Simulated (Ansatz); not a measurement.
```xyz
5

Si   -1.0318    0.3551    0.6374
F     0.3948   -1.3176   -0.6723
H     0.8211   -0.6573   -1.1631
F     0.1498    0.3728    1.7230
F    -0.3341    1.2470   -0.5251
```

The product side of a reaction path; geometry: PBE0-D4/def2-TZVP.

All numbers below come from RKS PBE0-D4/def2-TZVPP in Ansatz 0.2.0.

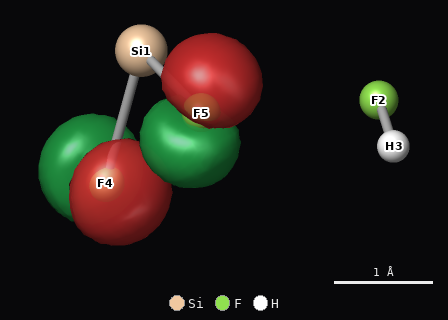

F$_{2}$Si···HF. The HOMO−1 at ±0.3 Å⁻³ᐟ² (green and red are the two phases), seen from one side.

Where does this orbital lie, and at what energy?

Answer. By Hirshfeld shares it lies mainly on F4 (about 50 %) and F5 (about 40 %); largely a combination of lone pairs on F4 and F5. Its energy is −11.84 eV.
